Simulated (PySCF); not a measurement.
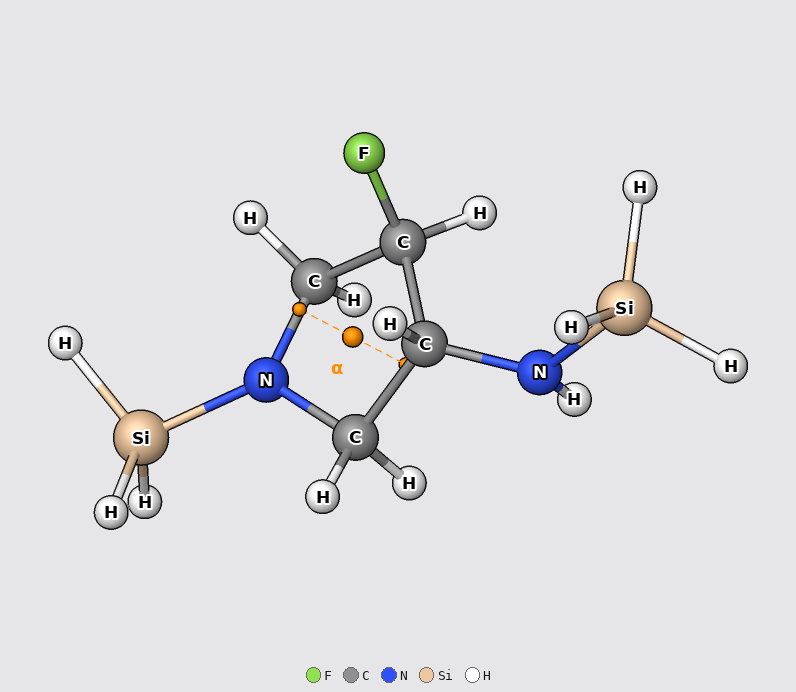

The small points mark where nucleus-independent chemical shifts (NICS) were computed: at the centre of each lettered ring and 1 Å above and below it. Computed geometry: GFN2-xTB optimisation. No frequency run is at hand to confirm it as a minimum. Level of theory: GIAO PBE0/pcSseg-1 NMR shielding, non-relativistic, gas phase (PySCF 2.14.0).

Give NICS(0), NICS(1) and the out-of-plane component NICS(1)zz for each ring (means of the two sides).

```csv
ring,members,NICS(0),NICS(1),NICS(1)zz
α,C4N,−5.1,−3.3,−2.4
```

Values in ppm.

> What do the values say about the ring currents?

Ring α: weak, as in a non-aromatic ring. NICS is one index among several.

The geometry is semi-empirical. Around Si such bond lengths and angles can be off by a tenth of an ångström or more and by several degrees, and values that hang on the shape move with them.
